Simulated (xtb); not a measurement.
**CH4AlBrO2: frequency calculation**

The run: frequency calculation of CH4AlBrO2, SMILES C[O][Al]([OH])[Br]. Method and program: GFN2-xTB (xtb 6.7.1).

The geometry was optimised with GFN2-xTB.

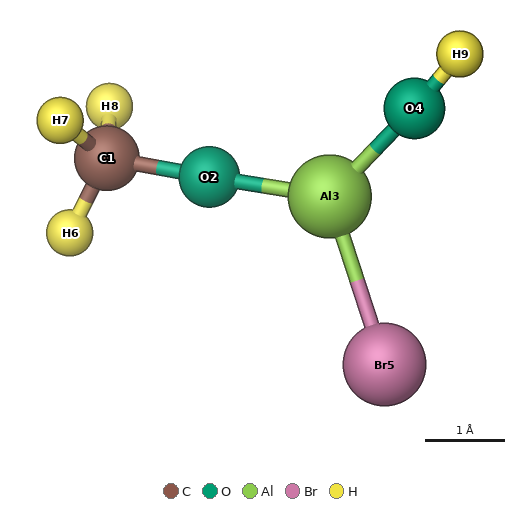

*The structure as given in the input (ball-and-stick view, seen at a tilt; atoms are numbered from 1 in the order of the input). Sticks mark near contacts.*

Bond lengths as drawn: Al–Br 2.24 Å, Al–O 1.63 to 1.64 Å, C–H 1.09 Å, C–O 1.40 Å and H–O 0.94 Å.

Results in brief:

| quantity | value |
| --- | --- |
| outcome | converged |
| electrons treated | 30 |
| total energy | −17.653080 hartree |
| dispersion energy | −0.004623 hartree |
| basis functions | 36 |
| HOMO | −11.50 eV |
| LUMO | −7.41 eV |
| zero-point energy | 0.054763 hartree |
| dipole moment | 5.41 D |
| wavenumbers, lowest and highest | 20i and 3801 cm⁻¹ |
| hardware | 1 thread of Intel Xeon @ 2.50GHz (Skylake/Cascade Lake), 189 GiB of memory available, shared host |
| wall time | 0.9 s |
| peak memory | 0.074 GiB |

Remarks:

Settings chosen away from the usual ones: method = gfn2-xtb; task = frequencies; x = {"symmetry_threshold": 0.1}; geo = {"prev": "A"}.

The input (start.xyz):
```
9
CH4AlBrO2
C      0.24348    -1.57296    -0.80672
O      0.08111    -0.28268    -0.29378
Al    -0.11493     1.21803     0.33654
O     -0.44121     1.62324     1.88583
Br     0.09011     2.91734    -1.10631
H      0.45520    -1.52046    -1.87717
H      1.07318    -2.07146    -0.30105
H     -0.66895    -2.15207    -0.64958
H     -0.62940     1.79473     2.79514
```

File xtb.inp:
```
$symmetry
   desy=0.1
$end
```

Command:
```bash
xtb start.xyz --hess -I xtb.inp --gfn 2 > xtb.out
```

Output:
```
* xtb version 6.7.1
   ID    Z sym.   atoms
    1    6 C      1
    2    8 O      2, 4
    3   13 Al     3
    4   35 Br     5
    5    1 H      6-9

           -------------------------------------------------
          |                Calculation Setup                |
           -------------------------------------------------

          program call               : xtb start.xyz --hess -I xtb.inp --gfn 2
          coordinate file            : start.xyz
          omp threads                :                     1

           -------------------------------------------------
          |                 G F N 2 - x T B                 |
           -------------------------------------------------

      * Hamiltonian:
        H0-scaling (s, p, d)           1.850000    2.230000    2.230000
        zeta-weighting                 0.500000
      * Dispersion:
        s8                             2.700000
        a1                             0.520000
        a2                             5.000000
        s9                             5.000000
      * Repulsion:
        kExp                           1.500000    1.000000
        rExp                           1.000000
      * Coulomb:
        alpha                          2.000000
        third order                    shell-resolved
        anisotropic                    true
        a3                             3.000000
        a5                             4.000000
        cn-shift                       1.200000
        cn-exp                         4.000000
        max-rad                        5.000000

          ...................................................
          :                      SETUP                      :
          :.................................................:
          :  # basis functions                  36          :
          :  # atomic orbitals                  34          :
          :  # shells                           16          :
          :  # electrons                        30          :
          :  max. iterations                   250          :
          :  Hamiltonian                  GFN2-xTB          :
          :  restarted?                      false          :
          :  GBSA solvation                  false          :
          :  PC potential                    false          :
          :  electronic temp.          300.0000000     K    :
          :  accuracy                    1.0000000          :
          :  -> integral cutoff          0.2500000E+02      :
          :  -> integral neglect         0.1000000E-07      :
          :  -> SCF convergence          0.1000000E-05 Eh   :
          :  -> wf. convergence          0.1000000E-03 e    :
          :  Broyden damping             0.4000000          :
          :  net charge                          0          :
          :  unpaired electrons                  0          :
          ...................................................

 iter      E             dE          RMSdq      gap      omega  full diag
   1    -17.7124421 -0.177124E+02  0.147E+01    4.85       0.0  T
   2    -17.7660677 -0.536257E-01  0.804E+00    4.11       1.0  T
   3    -17.7735536 -0.748582E-02  0.315E+00    4.00       1.0  T
   4    -17.7783754 -0.482183E-02  0.129E+00    3.96       1.0  T
   5    -17.7792196 -0.844173E-03  0.772E-01    4.20       1.0  T
   6    -17.7795597 -0.340122E-03  0.692E-01    3.99       1.0  T
   7    -17.7802797 -0.720040E-03  0.396E-01    4.08       1.0  T
   8    -17.7803990 -0.119313E-03  0.219E-01    4.10       1.0  T
   9    -17.7803378  0.612262E-04  0.180E-01    4.04       1.0  T
  10    -17.7804421 -0.104316E-03  0.296E-02    4.09       1.1  T
  11    -17.7804328  0.930836E-05  0.430E-02    4.11       1.0  T
  12    -17.7804431 -0.102798E-04  0.653E-03    4.09       5.1  T
  13    -17.7804434 -0.292995E-06  0.283E-03    4.09      11.8  T
  14    -17.7804434 -0.109102E-07  0.558E-04    4.09      59.8  T
  15    -17.7804434  0.155467E-10  0.375E-04    4.09      88.9  T

   *** convergence criteria satisfied after 15 iterations ***

         #    Occupation            Energy/Eh            Energy/eV
      -------------------------------------------------------------
         1        2.0000           -0.8312864             -22.6205
       ...           ...                  ...                  ...
         9        2.0000           -0.4895964             -13.3226
        10        2.0000           -0.4893274             -13.3153
        11        2.0000           -0.4557048             -12.4004
        12        2.0000           -0.4434370             -12.0665
        13        2.0000           -0.4421988             -12.0328
        14        2.0000           -0.4304396             -11.7129
        15        2.0000           -0.4226339             -11.5005 (HOMO)
        16                         -0.2722533              -7.4084 (LUMO)
        17                         -0.1200641              -3.2671
        18                         -0.0460902              -1.2542
        19                         -0.0290603              -0.7908
        20                         -0.0111571              -0.3036
       ...                                ...                  ...
        34                          1.7098847              46.5283
      -------------------------------------------------------------
                  HL-Gap            0.1503805 Eh            4.0921 eV
             Fermi-level           -0.3474436 Eh           -9.4544 eV

 SCC (total)                   0 d,  0 h,  0 min,  0.024 sec
 SCC setup                      ...        0 min,  0.000 sec (  0.877%)
 Dispersion                     ...        0 min,  0.000 sec (  0.352%)
 classical contributions        ...        0 min,  0.000 sec (  0.121%)
 integral evaluation            ...        0 min,  0.004 sec ( 14.653%)
 iterations                     ...        0 min,  0.014 sec ( 56.648%)
 molecular gradient             ...        0 min,  0.006 sec ( 26.228%)
 printout                       ...        0 min,  0.000 sec (  0.992%)

         :::::::::::::::::::::::::::::::::::::::::::::::::::::
         ::                     SUMMARY                     ::
         :::::::::::::::::::::::::::::::::::::::::::::::::::::
         :: total energy             -17.653079754737 Eh    ::
         :: gradient norm              0.000042290495 Eh/a0 ::
         :: HOMO-LUMO gap              4.092063029034 eV    ::
         ::.................................................::
         :: SCC energy               -17.780435742470 Eh    ::
         :: -> isotropic ES            0.090325997591 Eh    ::
         :: -> anisotropic ES         -0.002262550051 Eh    ::
         :: -> anisotropic XC         -0.019154584789 Eh    ::
         :: -> dispersion             -0.004622953383 Eh    ::
         :: repulsion energy           0.127355987733 Eh    ::
         :: add. restraining           0.000000000000 Eh    ::
         :: total charge               0.000000000000 e     ::
         :::::::::::::::::::::::::::::::::::::::::::::::::::::

           -------------------------------------------------
          |                Numerical Hessian                |
           -------------------------------------------------
step length          :   0.00500
SCC accuracy         :   0.30000
Hessian scale factor :   1.00000
frozen atoms in %    :   0.00000    0
RMS gradient         :   0.00004
estimated CPU  time      0.01 min

writing file <hessian>.

 projected vibrational frequencies (cm⁻¹)
eigval :       -0.00    -0.00    -0.00     0.00     0.00     0.00
eigval :      -20.16    80.57   117.34   143.02   166.18   259.31
eigval :      265.51   406.80   410.30   669.88   930.65  1138.30
eigval :     1140.56  1232.80  1420.27  1476.00  1477.71  2962.71
eigval :     2964.66  2974.38  3801.31
           -------------------------------------------------
          |                Property Printout                |
           -------------------------------------------------

    * Orbital Energies and Occupations

         #    Occupation            Energy/Eh            Energy/eV
      -------------------------------------------------------------
         1        2.0000           -0.8312864             -22.6205
       ...           ...                  ...                  ...
         3        2.0000           -0.6896552             -18.7665
         4        2.0000           -0.6342780             -17.2596
         5        2.0000           -0.5913321             -16.0910
         6        2.0000           -0.5472844             -14.8924
         7        2.0000           -0.5415301             -14.7358
         8        2.0000           -0.5410767             -14.7234
         9        2.0000           -0.4895971             -13.3226
        10        2.0000           -0.4893280             -13.3153
        11        2.0000           -0.4557058             -12.4004
        12        2.0000           -0.4434371             -12.0665
        13        2.0000           -0.4421988             -12.0328
        14        2.0000           -0.4304396             -11.7129
        15        2.0000           -0.4226336             -11.5004 (HOMO)
        16                         -0.2722577              -7.4085 (LUMO)
        17                         -0.1200674              -3.2672
        18                         -0.0460918              -1.2542
        19                         -0.0290631              -0.7908
        20                         -0.0111592              -0.3037
        21                          0.0067888               0.1847
        22                          0.0275850               0.7506
        23                          0.0541704               1.4741
        24                          0.0912741               2.4837
        25                          0.0918000               2.4980
        26                          0.1320641               3.5936
       ...                                ...                  ...
        34                          1.7098814              46.5282
      -------------------------------------------------------------
                  HL-Gap            0.1503759 Eh            4.0919 eV
             Fermi-level           -0.3474457 Eh           -9.4545 eV

     #   Z          covCN         q      C6AA      α(0)
     1   6 C        3.634     0.049    20.124     6.456
     2   8 O        1.586    -0.346    19.871     6.016
     3  13 Al       2.274     0.447   111.798    23.006
     4   8 O        1.542    -0.465    22.234     6.361
     5  35 Br       0.793    -0.145   188.642    22.144
     6   1 H        0.924     0.049     2.327     2.386
     7   1 H        0.924     0.044     2.394     2.419
     8   1 H        0.924     0.044     2.394     2.419
     9   1 H        0.807     0.322     0.658     1.274

 Mol. C6AA /au·bohr⁶  :       1826.786374
 Mol. C8AA /au·bohr⁸  :      85338.511103
 Mol. α(0) /au        :         72.480831

Wiberg/Mayer (AO) data.
largest (>0.10) Wiberg bond orders for each atom

 ---------------------------------------------------------------------------
     #   Z sym  total        # sym  WBO       # sym  WBO       # sym  WBO
 ---------------------------------------------------------------------------
     1   6 C    3.943 --     7 H    0.981     8 H    0.981     6 H    0.980
                             2 O    0.964
     2   8 O    2.389 --     3 Al   1.324     1 C    0.964
     3  13 Al   3.981 --     4 O    1.365     2 O    1.324     5 Br   1.223
     4   8 O    2.300 --     3 Al   1.365     9 H    0.855
     5  35 Br   1.345 --     3 Al   1.223
     6   1 H    0.997 --     1 C    0.980
     7   1 H    0.998 --     1 C    0.981
     8   1 H    0.998 --     1 C    0.981
     9   1 H    0.896 --     4 O    0.855
 ---------------------------------------------------------------------------

Topologies differ in total number of bonds
Writing topology from bond orders to xtbtopo.mol

molecular dipole:
                 x           y           z       tot (Debye)
 q only:       -0.071      -0.562       0.494
   full:       -0.204      -1.582       1.407       5.405
Molecule has the following symmetry elements: (sigma)
It seems to be the Cs point group
molecular quadrupole (traceless):
                xx          xy          yy          xz          yz          zz
 q only:       -0.951      -1.132      -2.448      -1.186       5.936       3.399
  q+dip:        5.630      -2.288     -12.843      -1.083      15.693       7.214
   full:        7.860      -2.132     -13.437      -0.281      15.625       5.577

           -------------------------------------------------
          |               Frequency Printout                |
           -------------------------------------------------
 projected vibrational frequencies (cm⁻¹)
eigval :       -0.00    -0.00    -0.00     0.00     0.00     0.00
eigval :      -20.16    80.57   117.34   143.02   166.18   259.31
eigval :      265.51   406.80   410.30   669.88   930.65  1138.30
eigval :     1140.56  1232.80  1420.27  1476.00  1477.71  2962.71
eigval :     2964.66  2974.38  3801.31
 reduced masses (amu)
   1: 29.44   2: 36.57   3: 66.33   4: 25.31   5: 49.65   6: 33.53   7:  1.53   8: 17.52
   9: 25.32  10: 15.78  11: 25.21  12: 21.25  13:  2.35  14:  3.03  15: 35.46  16: 21.10
  17: 20.03  18:  3.49  19:  3.62  20: 15.45  21:  2.61  22:  1.57  23:  1.57  24:  1.95
  25:  1.96  26:  1.20  27:  1.94
 IR intensities (km·mol⁻¹)
   1:  0.29   2:  1.94   3:  1.17   4:  1.93   5:  0.03   6:  1.36   7:  0.09   8:  0.16
   9: 19.48  10:  0.06  11: 33.49  12: 42.10  13: 90.40  14:122.47  15:  9.39  16: 55.96
  17:113.11  18:  0.14  19:  0.19  20:298.46  21:  1.51  22:  3.02  23:  3.42  24: 29.82
  25: 29.68  26: 39.58  27: 55.03
 Raman intensities (Ä⁴*amu⁻¹)
   1:  0.00   2:  0.00   3:  0.00   4:  0.00   5:  0.00   6:  0.00   7:  0.00   8:  0.00
   9:  0.00  10:  0.00  11:  0.00  12:  0.00  13:  0.00  14:  0.00  15:  0.00  16:  0.00
  17:  0.00  18:  0.00  19:  0.00  20:  0.00  21:  0.00  22:  0.00  23:  0.00  24:  0.00
  25:  0.00  26:  0.00  27:  0.00
 output can be read by thermo (or use thermo option).
 writing <g98.out> molden fake output.
 recommended (thermochemical) frequency scaling factor: 1.0
           -------------------------------------------------
          |             Thermodynamic Functions             |
           -------------------------------------------------

cs  symmetry found (for desy threshold:  0.10E+00) used in thermo

          ...................................................
          :                      SETUP                      :
          :.................................................:
          :  # frequencies                          20      :
          :  # imaginary freq.                       1      :
          :  linear?                             false      :
          :  only rotor calc.                    false      :
          :  symmetry                               cs      :
          :  rotational number                       1      :
          :  scaling factor                  1.0000000      :
          :  rotor cutoff                   50.0000000 cm⁻¹ :
          :  imag. cutoff                  -20.0000000 cm⁻¹ :
          :.................................................:

    mode    ω/cm⁻¹     T·S(HO)/kcal·mol⁻¹    T·S(FR)/kcal·mol⁻¹   T·S(vib)
   ------------------------------------------------------------------------
       1     80.57    -1.15594 ( 87.08%)    -0.91505 ( 12.92%)    -1.12482
       2    117.34    -0.93729 ( 96.81%)    -0.80371 (  3.19%)    -0.93303
       3    143.02    -0.82382 ( 98.53%)    -0.74511 (  1.47%)    -0.82266
       4    166.18    -0.73887 ( 99.19%)    -0.70065 (  0.81%)    -0.73856
       5    259.31    -0.49684 ( 99.86%)    -0.56888 (  0.14%)    -0.49694
       6    265.51    -0.48458 ( 99.87%)    -0.56189 (  0.13%)    -0.48468
   ------------------------------------------------------------------------

   temp. (K)  partition function   enthalpy   heat capacity  entropy
                                   cal/mol     cal/K/mol   cal/K/mol   J/K/mol
 298.15  VIB   72.9                 2845.857     16.190     17.947
         ROT  0.400E+06              888.752      2.981     28.616
         INT  0.292E+08             3734.609     19.171     46.563
         TR   0.187E+28             1481.254      4.968     41.004
         TOT                        5215.8632    24.1392    87.5678   366.3836

       T/K    H(0)-H(T)+PV         H(T)/Eh          T*S/Eh         G(T)/Eh
   ------------------------------------------------------------------------
    298.15    0.831201E-02    0.630752E-01    0.416063E-01    0.214689E-01
   ------------------------------------------------------------------------

         :::::::::::::::::::::::::::::::::::::::::::::::::::::
         ::                  THERMODYNAMIC                  ::
         :::::::::::::::::::::::::::::::::::::::::::::::::::::
         :: total free energy         -17.631610834108 Eh   ::
         ::.................................................::
         :: total energy              -17.653079755464 Eh   ::
         :: zero point energy           0.054763194823 Eh   ::
         :: G(RRHO) w/o ZPVE           -0.033294273467 Eh   ::
         :: G(RRHO) contrib.            0.021468921356 Eh   ::
         :::::::::::::::::::::::::::::::::::::::::::::::::::::
imag cut-off (cm-1) :    5.00
 found            1  significant imaginary frequency
 writing imag mode distorted coords to xtbhess.xyz
 for further optimization.

           -------------------------------------------------
          | TOTAL ENERGY              -17.653079755464 Eh   |
          | TOTAL ENTHALPY            -17.590004553579 Eh   |
          | TOTAL FREE ENERGY         -17.631610834108 Eh   |
          | GRADIENT NORM               0.000042923543 Eh/α |
          | HOMO-LUMO GAP               4.091937432670 eV   |
           -------------------------------------------------

------------------------------------------------------------------------
------------------------------------------------------------------------
 total:
 *  cpu-time:     0 d,  0 h,  0 min,  0.809 sec
 * ratio c/w:     0.987 speedup
 SCF:
 *  cpu-time:     0 d,  0 h,  0 min,  0.025 sec
 * ratio c/w:     1.000 speedup
 analytical hessian:
 *  cpu-time:     0 d,  0 h,  0 min,  0.751 sec
 * ratio c/w:     0.997 speedup
```

Standard error:
```
normal termination of xtb
```

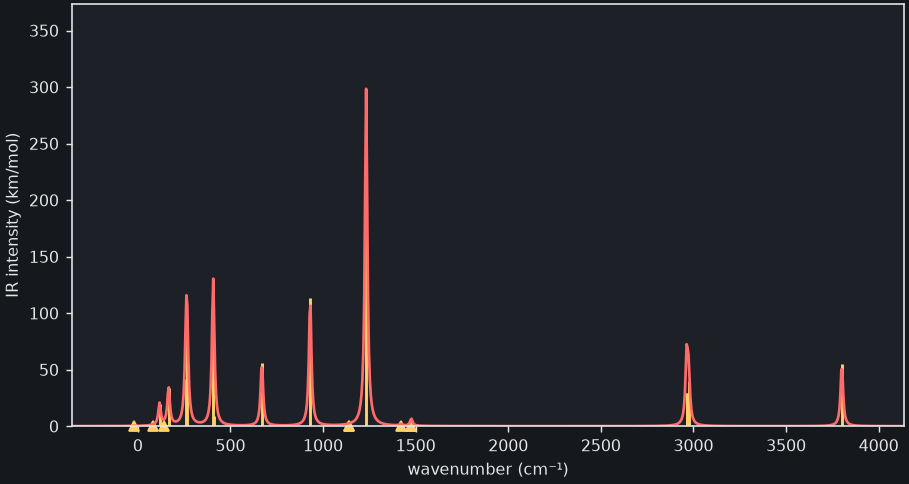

*Harmonic infrared spectrum, unscaled: sticks (degenerate modes added up, dark ones marked on the axis) with a Lorentzian envelope of 16 cm⁻¹ full width, scaled to the tallest stick; imaginary modes are drawn at negative wavenumbers.*

21 modes from 20i to 3801 cm⁻¹, 1 imaginary beyond 8i (20i cm⁻¹): not a clean minimum; so soft a mode can be a shallow saddle, an incomplete relaxation or noise of the force constants. The strongest line is at 1233 cm⁻¹ (298 km/mol).
